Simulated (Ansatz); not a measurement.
```yaml
atoms:
  - { symbol: C, position_ang: [-0.5317, -1.0518, 0.0119] }
  - { symbol: Ga, position_ang: [0.8800, 1.7611, -0.1326] }
  - { symbol: N, position_ang: [0.0273, 0.0696, -0.0453] }
  - { symbol: H, position_ang: [-0.5507, -1.6690, 0.9292] }
  - { symbol: H, position_ang: [-1.0496, -1.5110, -0.8505] }
```

Geometry: B3LYP/6-31G*.

Theory: isolated molecule in a Gaussian basis; Kohn-Sham density functional theory, functional PBE0 (Ansatz).

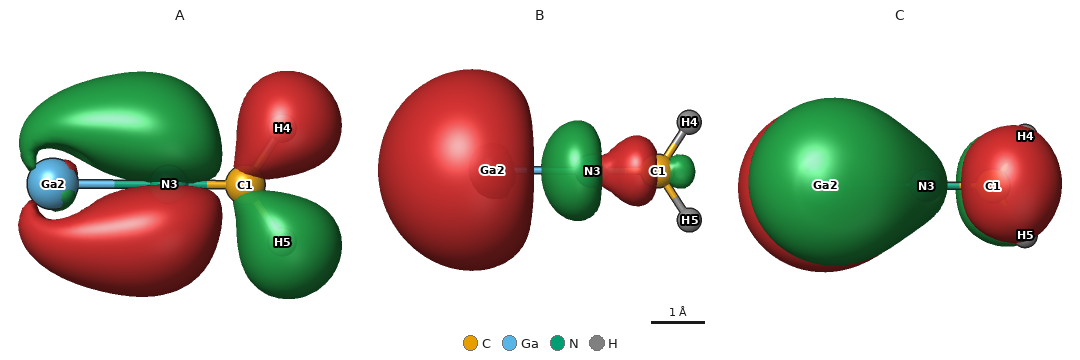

CH2GaN (SMILES C=[N][Ga]). Three frontier orbitals at ±0.08 Å⁻³ᐟ² (green and red are the two phases), in no order.

### Order the three orbitals by energy and name them.

B is the HOMO−1 (−7.09 eV). Its weight (Hirshfeld) is mainly on Ga2 (about 85 %) and N3 (about 10 %); it is symmetric in the molecular plane (an in-plane orbital: σ, lone-pair or in-plane π type). A is the HOMO (−6.18 eV). Its weight (Hirshfeld) is mainly on N3 (about 55 %), Ga2 (about 15 %), C1 (about 15 %), H4 (about 5 %) and H5 (about 5 %); it is symmetric in the molecular plane (an in-plane orbital: σ, lone-pair or in-plane π type). C is the LUMO (−1.78 eV). Its weight (Hirshfeld) is mainly on Ga2 (about 65 %), C1 (about 20 %) and N3 (about 10 %); it changes sign across the molecular plane (π type); π-antibonding (a node) across C1–N3.

### What is the HOMO–LUMO gap?

4.40 eV between the orbital energies.
